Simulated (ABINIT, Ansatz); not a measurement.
**CsCaF3 (Pm-3m): changed settings of a GW run in ABINIT**

Aim: change inputs of a GW run on CsCaF3 (Pm-3m) and see what moves.

Method: LDA and many-body steps on it, plane waves, in ABINIT 10.8.3.

### Step 1. Set-up

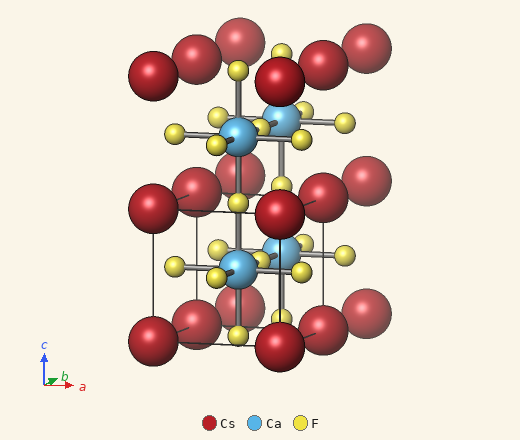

The cell as given, slightly off an axis (caesium red, calcium blue, fluorine yellow). 1×2×2 cells are drawn. Some periodic images of atoms are drawn too.

The cell and positions are those that the Materials Project relaxed with its own functionals (PBE, PBE+U or r2SCAN), kept fixed. Spin-orbit coupling is left out unless a step names it.

### Step 2. Screening, 2×2×2 mesh, 81 bands, screening to 114.3 eV

This step: ABINIT 10.8.3; RPA screening on LDA, plane waves, norm-conserving pseudopotentials.

The RPA dielectric matrix is built and inverted for each q.

File run.abi:

```
acell 3*1.0 Angstrom
rprim 
  4.520531030000 0.000000000000 0.000000000000
  0.000000000000 4.520531030000 0.000000000000
  0.000000000000 0.000000000000 4.520531030000
ntypat 3
znucl 55 20 9
natom 5
typat 1 2 3 3 3
xred 
  0.000000000000 0.000000000000 0.000000000000
  0.500000000000 0.500000000000 0.500000000000
  0.000000000000 0.500000000000 0.500000000000
  0.500000000000 0.000000000000 0.500000000000
  0.500000000000 0.500000000000 0.000000000000
pp_dirpath "pseudos"
pseudos "Cs.upf, Ca.upf, F.upf"
ecut 36
ngkpt 2 2 2
nshiftk 1
shiftk 0 0 0
kptopt 1
chksymbreak 0
istwfk *1
occopt 1
irdwfk 1
optdriver 3
nband 81
ecuteps 4.2
inclvkb 2
awtr 1
symchi 1
indata_prefix "in"
outdata_prefix "out"
tmpdata_prefix "tmp"
```

Started as:

```
> OMP_NUM_THREADS=1 mpirun -n 4 abinit run.abi > log
```

Output:

```text
.Version 10.8.3 of ABINIT. v10.8.2 released Aug 2026.

 Symmetries : space group Pm -3 m (#221); Bravais cP (primitive cubic)
[... echo of the input left out ...]
== DATASET  1 ==================================================================
-   mpi_nproc: 4, omp_nthreads: 1 (-1 if OMP is not activated)

--- !DatasetInfo
iteration_state: {dtset: 1, }
dimensions: {natom: 5, nkpt: 4, mband: 81, nsppol: 1, nspinor: 1, nspden: 1, mpw: 6488, }
cutoff_energies: {ecut:  36.0, pawecutdg:  -1.0, }
electrons: {nelect:   4.00000000E+01, charge:   0.00000000E+00, occopt:   1.00000000E+00, tsmear:   1.00000000E-02, }

 SCREENING: Calculation of the susceptibility and dielectric matrices

 Based on a program developped by R.W. Godby, V. Olevano, G. Onida, and L. Reining.
 Incorporated in ABINIT by V. Olevano, G.-M. Rignanese, and M. Torrent.
.Using double precision arithmetic ; gwpc =  8

[... cell and pseudopotentials left out ...]
--------------------------------------------------------------------------------

 ==== K-mesh for the wavefunctions ====
 Number of points in the irreducible wedge :     4
[... list of points left out ...]
 Together with 48 symmetry operations and time-reversal symmetry
 yields     8 points in the full Brillouin Zone.

 ==== Q-mesh for the screening function ====
 Number of points in the irreducible wedge :     4
[... list of points left out ...]
 Together with 48 symmetry operations and time-reversal symmetry
 yields     8 points in the full Brillouin Zone.

 setmesh: FFT mesh size selected  =    32x   32x   32
          total number of points  =        32768

 vcoul_init : cutoff-mode = AUXILIARY_FUNCTION
 q-points for optical limit:   1
     1)      0.000010    0.000020    0.000030

- screening: taking advantage of time-reversal symmetry
- Maximum band index for partially occupied states nbvw = 20
- Remaining bands to be divided among processors   nbcw = 61
- Number of bands treated by each node ~15

 Number of electrons calculated from density =   40.0000; Expected =   40.0000
 average of density, n =  0.064165
 r_s =    1.5495
 omega_plasma =   24.4345 [eV]

 calculating chi0 at frequencies [eV] :
  1    0.000000E+00    0.000000E+00
  2    0.000000E+00    2.443448E+01

--------------------------------------------------------------------------------
  q-point number  1        q = ( 0.000000, 0.000000, 0.000000) [r.l.u.]
--------------------------------------------------------------------------------
[... chi0 elements left out ...]
 For q-point:  0.000010 0.000020 0.000030
  dielectric constant =   2.3854
  dielectric constant without local fields =   2.6395

  Average fulfillment of the sum rule on Im[epsilon] for q-point    1 :     41.24  [%]
[... wings left out ...]
  q-point number  2        q = ( 0.500000, 0.000000, 0.000000) [r.l.u.]
--------------------------------------------------------------------------------
[... chi0 elements left out ...]
  Average fulfillment of the sum rule on Im[epsilon] for q-point    2 :     49.79  [%]

 [... 2 further q-points ...]
```

The job ended after 13 s (4 MPI ranks of Arm Neoverse V1, shared host; peak memory 0.92 GiB; 50 s of CPU time).

This step gave:

```
ε∞ with local fields, on this mesh, along the program's q direction : 2.385
the same without local fields                                       : 2.639
plasma frequency                                                    : 24.43 eV
plane waves in the screening matrix                                 : 251
```

Local fields lower ε∞ by 10 %. On a Γ-centred mesh this coarse the value itself is usually too large, while a short band sum pulls it down.

### Step 3. Base

The self-energy is evaluated for the states that the input lists, and the levels follow from it, in one-shot runs by the linearised quasiparticle equation.

This step: G0W0 on LDA, plane waves, norm-conserving pseudopotentials.

Edit run.abi of step 2 so:

```diff
@@ -26,8 +26,17 @@
 irdwfk 1
-optdriver 3
+optdriver 4
 nband 81
+gwcalctyp 0
+ecutsigx 36
+symsigma 1
+nkptgw 2
+kptgw 
+  0.5000000000 0.5000000000 0.5000000000
+  0.0000000000 0.0000000000 0.0000000000
+bdgw 
+  18 23
+  18 23
 ecuteps 4.2
-inclvkb 2
-awtr 1
-symchi 1
+irdscr 1
+ppmodel 1
 indata_prefix "in"
```

Output:

```text
.Version 10.8.3 of ABINIT. v10.8.2 released Aug 2026.

 Symmetries : space group Pm -3 m (#221); Bravais cP (primitive cubic)
[... echo of the input left out ...]
== DATASET  1 ==================================================================
-   mpi_nproc: 4, omp_nthreads: 1 (-1 if OMP is not activated)

--- !DatasetInfo
iteration_state: {dtset: 1, }
dimensions: {natom: 5, nkpt: 4, mband: 81, nsppol: 1, nspinor: 1, nspden: 1, mpw: 6488, }
cutoff_energies: {ecut:  36.0, pawecutdg:  -1.0, }
electrons: {nelect:   4.00000000E+01, charge:   0.00000000E+00, occopt:   1.00000000E+00, tsmear:   1.00000000E-02, }

 SIGMA: Calculation of the GW corrections

 Based on a program developped by R.W. Godby, V. Olevano, G. Onida, and L. Reining.
 Incorporated in ABINIT by V. Olevano, G.-M. Rignanese, and M. Torrent.
.Using double precision arithmetic ; gwpc =  8

[... cell and pseudopotentials left out ...]
--------------------------------------------------------------------------------

 ==== K-mesh for the wavefunctions ====
 Number of points in the irreducible wedge :     4
[... list of points left out ...]
 Together with 48 symmetry operations and time-reversal symmetry
 yields     8 points in the full Brillouin Zone.

 ==== Q-mesh for screening function ====
 Number of points in the irreducible wedge :     4
[... list of points left out ...]
 Together with 48 symmetry operations and time-reversal symmetry
 yields     8 points in the full Brillouin Zone.

 vcoul_init : cutoff-mode = AUXILIARY_FUNCTION
 q-points for optical limit:   1
     1)      0.000010    0.000020    0.000030
 setmesh: FFT mesh size selected  =    48x   48x   48
          total number of points  =       110592

 Number of electrons calculated from density =   40.0000; Expected =   40.0000
 average of density, n =  0.064165
 r_s =    1.5495
 omega_plasma =   24.4345 [eV]

 === KS Band Gaps ===
  >>>> For spin  1
   Minimum direct gap =   6.8644 [eV], located at k-point      :   0.0000  0.0000  0.0000
   Fundamental gap    =   6.8403 [eV], Top of valence bands at :   0.5000  0.5000  0.5000
                                       Bottom of conduction at :   0.0000  0.0000  0.0000
 SIGMA fundamental parameters:
 PLASMON POLE MODEL  1
 number of plane-waves for SigmaX                 6451
 number of plane-waves for SigmaC and W            251
 number of plane-waves for wavefunctions          6451
 number of bands                                    81
 number of independent spin polarizations            1
 number of spinorial components                      1
 number of k-points in IBZ                           4
 number of q-points in IBZ                           4
 number of symmetry operations                      48
 number of k-points in BZ                            8
 number of q-points in BZ                            8
 number of frequencies for dSigma/dE                 9
 frequency step for dSigma/dE [eV]                0.25
 number of omega for Sigma on real axis              0
 max omega for Sigma on real axis  [eV]           0.00
 zcut for avoiding poles [eV]                     0.10

 EPSILON^-1 parameters (SCR file):
 dimension of the eps^-1 matrix on file            251
 dimension of the eps^-1 matrix used               251
 number of plane-waves for wavefunctions          6451
 number of bands                                    81
 number of q-points in IBZ                           4
 number of frequencies                               2
 number of real frequencies                          1
 number of imag frequencies                          1

 matrix elements of self-energy operator (all in [eV])

 Perturbative Calculation

--- !SelfEnergy_ee
iteration_state: {dtset: 1, }
kpoint     : [   0.500,    0.500,    0.500, ]
spin       : 1
KS_gap     :    8.824
QP_gap     :   12.475
Delta_QP_KS:    3.651
data: !SigmaeeData |
     Band     E0 <VxcDFT>   SigX SigC(E0)      Z dSigC/dE  Sig(E)    E-E0       E
       18   0.152 -21.956 -29.477   5.424   0.794  -0.259 -23.621  -1.665  -1.513
       19   0.152 -21.956 -29.477   5.424   0.794  -0.259 -23.621  -1.665  -1.513
       20   0.152 -21.956 -29.477   5.424   0.794  -0.259 -23.621  -1.665  -1.513
       21   8.976  -9.539  -4.486  -2.796   0.879  -0.137  -7.553   1.986  10.962
       22   8.976  -9.539  -4.486  -2.796   0.879  -0.137  -7.553   1.986  10.962
       23   8.976  -9.539  -4.486  -2.796   0.879  -0.137  -7.553   1.986  10.962

--- !SelfEnergy_ee
iteration_state: {dtset: 1, }
kpoint     : [   0.000,    0.000,    0.000, ]
spin       : 1
KS_gap     :    6.864
QP_gap     :   10.389
Delta_QP_KS:    3.524
data: !SigmaeeData |
     Band     E0 <VxcDFT>   SigX SigC(E0)      Z dSigC/dE  Sig(E)    E-E0       E
[...]
21   6.993  -9.484  -4.516  -2.852   0.883  -0.132  -7.615   1.870   8.862
       22   8.181  -8.906  -3.995  -2.751   0.883  -0.133  -6.999   1.907  10.088
       23   8.181  -8.906  -3.995  -2.751   0.883  -0.133  -6.999   1.907  10.088

== END DATASET(S) ==============================================================
================================================================================

 -outvars: echo values of variables after computation  --------
           etotal      0.0000000000E+00
            nband          81
             nkpt           4
          spgroup         221
 [... the other variables as echoed above ...]

 Calculation completed.
```

The job ended after 7.5 s (4 MPI ranks; peak memory 0.78 GiB).

Numbers from this step:

```yaml
g0w0_gap_on_the_points_computed: 10.38 eV
starting_gap_on_the_mesh: 6.840 eV
k_of_the_valence_top: 0.5, 0.5, 0.5
k_of_the_conduction_bottom: 0, 0, 0
z_at_the_valence_top: 0.794
z_at_the_conduction_bottom: 0.883
least_direct_g0w0_gap_on_the_computed_points: 10.39 eV
```

The gap on the mesh goes from 6.84 eV to 10.38 eV, a correction of +3.53 eV.

### Step 4. Scissors in G

Edit run.abi of step 3 so:

```diff
@@ -41,2 +41,3 @@
 ppmodel 1
+mbpt_sciss 1.0 eV
 indata_prefix "in"
```

Output:

```text
.Version 10.8.3 of ABINIT. v10.8.2 released Aug 2026.

 Symmetries : space group Pm -3 m (#221); Bravais cP (primitive cubic)
[... echo of the input left out ...]
== DATASET  1 ==================================================================
-   mpi_nproc: 4, omp_nthreads: 1 (-1 if OMP is not activated)

--- !DatasetInfo
iteration_state: {dtset: 1, }
dimensions: {natom: 5, nkpt: 4, mband: 81, nsppol: 1, nspinor: 1, nspden: 1, mpw: 6488, }
cutoff_energies: {ecut:  36.0, pawecutdg:  -1.0, }
electrons: {nelect:   4.00000000E+01, charge:   0.00000000E+00, occopt:   1.00000000E+00, tsmear:   1.00000000E-02, }

 SIGMA: Calculation of the GW corrections

 Based on a program developped by R.W. Godby, V. Olevano, G. Onida, and L. Reining.
 Incorporated in ABINIT by V. Olevano, G.-M. Rignanese, and M. Torrent.
.Using double precision arithmetic ; gwpc =  8

[... cell and pseudopotentials left out ...]
--------------------------------------------------------------------------------

 ==== K-mesh for the wavefunctions ====
 Number of points in the irreducible wedge :     4
[... list of points left out ...]
 Together with 48 symmetry operations and time-reversal symmetry
 yields     8 points in the full Brillouin Zone.

 ==== Q-mesh for screening function ====
 Number of points in the irreducible wedge :     4
[... list of points left out ...]
 Together with 48 symmetry operations and time-reversal symmetry
 yields     8 points in the full Brillouin Zone.

 vcoul_init : cutoff-mode = AUXILIARY_FUNCTION
 q-points for optical limit:   1
     1)      0.000010    0.000020    0.000030
 setmesh: FFT mesh size selected  =    48x   48x   48
          total number of points  =       110592

 Number of electrons calculated from density =   40.0000; Expected =   40.0000
[...]
max omega for Sigma on real axis  [eV]           0.00
 zcut for avoiding poles [eV]                     0.10
 scissor energy [eV]                              1.00

 EPSILON^-1 parameters (SCR file):
 dimension of the eps^-1 matrix on file            251
 dimension of the eps^-1 matrix used               251
 number of plane-waves for wavefunctions          6451
 number of bands                                    81
 number of q-points in IBZ                           4
 number of frequencies                               2
 number of real frequencies                          1
 number of imag frequencies                          1

 matrix elements of self-energy operator (all in [eV])

 Perturbative Calculation

--- !SelfEnergy_ee
iteration_state: {dtset: 1, }
kpoint     : [   0.500,    0.500,    0.500, ]
spin       : 1
KS_gap     :    8.824
QP_gap     :   12.573
Delta_QP_KS:    3.749
data: !SigmaeeData |
     Band     E0 <VxcDFT>   SigX SigC(E0)      Z dSigC/dE  Sig(E)    E-E0       E
       18   0.152 -21.956 -29.477   5.441   0.795  -0.258 -23.609  -1.653  -1.501
       19   0.152 -21.956 -29.477   5.441   0.795  -0.258 -23.609  -1.653  -1.501
       20   0.152 -21.956 -29.477   5.441   0.795  -0.258 -23.609  -1.653  -1.501
[...]
--- !SelfEnergy_ee
iteration_state: {dtset: 1, }
kpoint     : [   0.000,    0.000,    0.000, ]
spin       : 1
KS_gap     :    6.864
QP_gap     :   10.483
Delta_QP_KS:    3.619
data: !SigmaeeData |
     Band     E0 <VxcDFT>   SigX SigC(E0)      Z dSigC/dE  Sig(E)    E-E0       E
[...]
22   8.181  -8.906  -3.995  -2.763   0.883  -0.133  -6.892   2.014  10.195
       23   8.181  -8.906  -3.995  -2.763   0.883  -0.133  -6.892   2.014  10.195

== END DATASET(S) ==============================================================
================================================================================

 -outvars: echo values of variables after computation  --------
           etotal      0.0000000000E+00
            nband          81
             nkpt           4
          spgroup         221
 [... the other variables as echoed above ...]

 Calculation completed.
```

Elapsed: 7.5 s, on 4 MPI ranks; peak memory 0.79 GiB.

This step gave:

| Item | Value |
| --- | --- |
| G0W0 gap on the points computed | 10.47 eV |
| starting gap on the mesh | 6.840 eV |
| k of the valence top | 0.5, 0.5, 0.5 |
| k of the conduction bottom | 0, 0, 0 |
| Z at the valence top | 0.795 |
| Z at the conduction bottom | 0.884 |
| least direct G0W0 gap on the computed points | 10.48 eV |

### Step 5. Unknown plasmon-pole model

Edit run.abi of step 4 so:

```diff
@@ -40,4 +40,3 @@
 irdscr 1
-ppmodel 1
-mbpt_sciss 1.0 eV
+ppmodel 7
 indata_prefix "in"
```

Output:

```text
.Version 10.8.3 of ABINIT. v10.8.2 released Aug 2026.

 Symmetries : space group Pm -3 m (#221); Bravais cP (primitive cubic)
================================================================================
 Values of the parameters that define the memory need of the present run
     intxc =       0    ionmov =       0      iscf =       7    lmnmax =       8
     lnmax =       8     mgfft =      48  mpssoang =       4    mqgrid =    3001
     natom =       5  nloc_mem =       1    nspden =       1   nspinor =       1
    nsppol =       1      nsym =      48    n1xccc =    2501    ntypat =       3
    occopt =       1   xclevel =       1
-    mband =          81        mffmem =           1         mkmem =           1
       mpw =        6488          nfft =      110592          nkpt =           4
================================================================================
  Rough estimation (10% accuracy) of disk space for files :
================================================================================

--------------------------------------------------------------------------------
------------- Echo of variables that govern the present computation ------------
--------------------------------------------------------------------------------
 -outvars: echo values of preprocessed input variables --------
            acell      1.8897261259E+00  1.8897261259E+00  1.8897261259E+00 Bohr

             bdgw          18      23      18      23
      chksymbreak           0
             ecut      3.60000000E+01 Hartree
          ecuteps      4.20000000E+00 Hartree
         ecutsigx      3.60000000E+01 Hartree
          ecutwfn      3.60000000E+01 Hartree
-          fftalg         312
           irdscr           1
           irdwfk           1

[...]
pspatm : epsatm=   12.51424511
         --- l  ekb(1:nproj) -->
[...]
pspatm: atomic psp has been read  and splines computed

- F Generated using ONCVPSP code by D. R. Hamann
-  9.00000   7.00000  201202                  znucl, zion, pspdat
12 -1012 2 -1 824                             pspcod,pspxc,lmax,lloc,mmax
     nproj     2     2     1     0
  pspatm : epsatm=    4.94580260
         --- l  ekb(1:nproj) -->
             0    6.487052    1.061847
             1   -4.029087   -1.312559
             2   -2.364936
 pspatm: atomic psp has been read  and splines computed

   1.96155627E+03                                ecore*ucvol(ha*bohr**3)
--------------------------------------------------------------------------------

 ==== K-mesh for the wavefunctions ====
 Number of points in the irreducible wedge :     4
 Reduced coordinates and weights :

     1)     0.00000000E+00  0.00000000E+00  0.00000000E+00       0.12500
     2)     5.00000000E-01  0.00000000E+00  0.00000000E+00       0.37500
     3)     5.00000000E-01  5.00000000E-01  0.00000000E+00       0.37500
[...]
Together with 48 symmetry operations and time-reversal symmetry
 yields     8 points in the full Brillouin Zone.

 ==== Q-mesh for screening function ====
 Number of points in the irreducible wedge :     4
 Reduced coordinates and weights :

[...]
3)     5.00000000E-01  5.00000000E-01  0.00000000E+00       0.37500
     4)     5.00000000E-01  5.00000000E-01  5.00000000E-01       0.12500

 Together with 48 symmetry operations and time-reversal symmetry
 yields     8 points in the full Brillouin Zone.

 vcoul_init : cutoff-mode = AUXILIARY_FUNCTION
 q-points for optical limit:   1
     1)      0.000010    0.000020    0.000030
 setmesh: FFT mesh size selected  =    48x   48x   48
          total number of points  =       110592

 Number of electrons calculated from density =   40.0000; Expected =   40.0000
 average of density, n =  0.064165
 r_s =    1.5495
 omega_plasma =   24.4345 [eV]

--- !BUG
message: |
    Wrong ppm%model: 7

--- !BUG
message: |
    Wrong ppm%model: 7

--- from the log ---
Wrong ppm%model: 7
```

Wall time 3.7 s (4 MPI ranks); peak memory 0.2 GiB.

The run stopped with an error after 3.7 s.

The program's words: Wrong ppm%model: 7

The fault put into this input: unknown plasmon-pole model.

### Step 6. Side by side

Times are wall times on 4 MPI ranks of Arm Neoverse V1, shared host, good to a factor of about two. A run's time includes the screening step that it read.

| run | mesh | bands | screening cutoff (eV) | DFT gap (eV) | gap on the mesh (eV) | direct (eV) | ε∞ used | time |
| --- | --- | --- | --- | --- | --- | --- | --- | --- |
| base | 2×2×2 | 81 | 114.3 | 6.840 | 10.375 | 10.389 | 2.39 | 20 s |
| scissors in G | 2×2×2 | 81 | 114.3 | 6.840 | 10.471 | 10.484 | 2.39 | 20 s |

### Step 7. Results

```yaml
base: 10.375 eV
scissors_in_g: 10.471 eV
known_limits: not at the basis limit; no spin-orbit coupling; coarse k mesh
```

What this shows: Scissors in G: +0.096 eV against base (keys changed: mbpt_sciss). Bands and cutoff are finite, so the gap is not at the basis limit. The miss can reach some tenths of an eV and take either sign; the mesh is an error of its own. In the G0W0 runs levels were corrected at 2 k points alone, so a gap called «on the mesh» is the least over those, and an edge elsewhere would be missed. The 2×2×2 mesh is coarse for this cell, which bears on the long-range parts of exchange and screening. This is the ideal cubic cell; many perovskites, halides above all, are cubic only on average, and local tilts or off-centring can widen the gap. The many-body steps are scalar-relativistic: spin-orbit coupling is not in them.

[Paths, hosts, dates, memory and timing lines, banners, echoed tables and standing remarks are left out of the program output.]

[Logs are printed without paths, hosts, clocks, repeated set-up lines and the standing remarks that a program may print on its own settings, such as how far it seeks lower states.]

[Runs of the session that timed out or met a known fault of the program may be left out.]

[Hosts, paths, dates, database ids (printed as entryN), source tags and the programs' standing remarks are cut or masked in the printed files.]

[G0W0 gaps are taken among the corrected bands and points alone; a level outside them can change the order at an edge.]

[Where Ansatz stands beside ABINIT at settings called matched, ABINIT's density can come from a denser mesh and the files from another edition; pairs whose starting gaps differed by over 0.03 eV were left out, so agreement reads better than it is.]
